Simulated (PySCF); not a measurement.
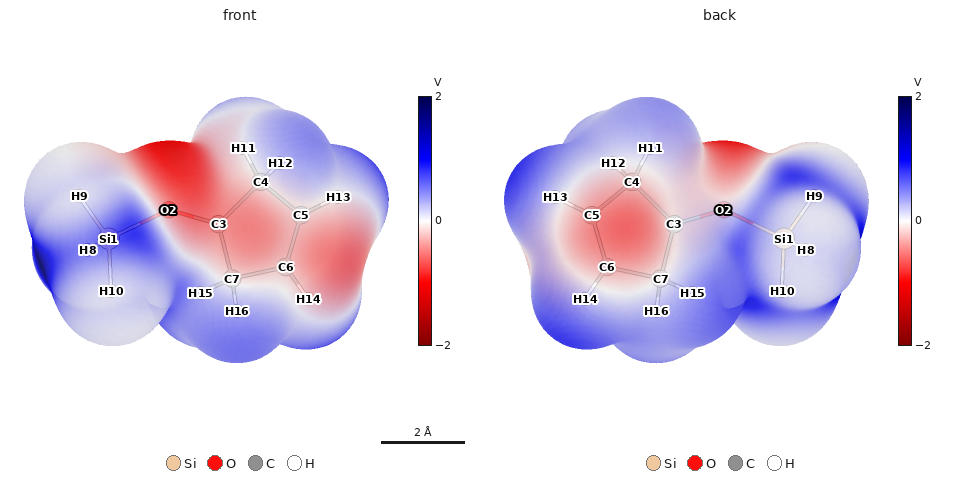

The picture shows: C$_{5}$H$_{9}$OSi (SMILES [SiH3]O[C]1CC=CC1) (doublet). The electrostatic potential painted on the density surface at 0.002 e/bohr³, seen from the front and from behind; red is negative and blue positive.

Geometry: GFN2-xTB.

The calculation used UKS B3LYP, pcH-1 on C H O Si, non-relativistic, mean-field spin-orbit, GIAO (PySCF).

```xyz
16

Si    2.7100   -0.4596    0.2991
O     1.2646    0.0043    0.8736
C     0.0538    0.2286    0.3479
C    -1.1847    0.1655    1.1829
C    -2.2572    0.0747    0.1400
C    -1.7665    0.0532   -1.0893
C    -0.2697    0.1272   -1.1054
H     2.6558   -1.8109   -0.2740
H     3.4793   -0.3886    1.5297
H     3.1742    0.4517   -0.7527
H    -1.1896   -0.7039    1.8549
H    -1.3150    1.0488    1.8222
H    -3.2989    0.0351    0.4082
H    -2.3377   -0.0082   -1.9998
H     0.1875   -0.7600   -1.5676
H     0.0865    0.9925   -1.6811
```

**Where is the surface potential most negative and most positive?**

The most negative region (about −1.1 V) lies over O2, the most positive (about +1.7 V) over Si1. O2 is the likeliest acceptor of a hydrogen bond.
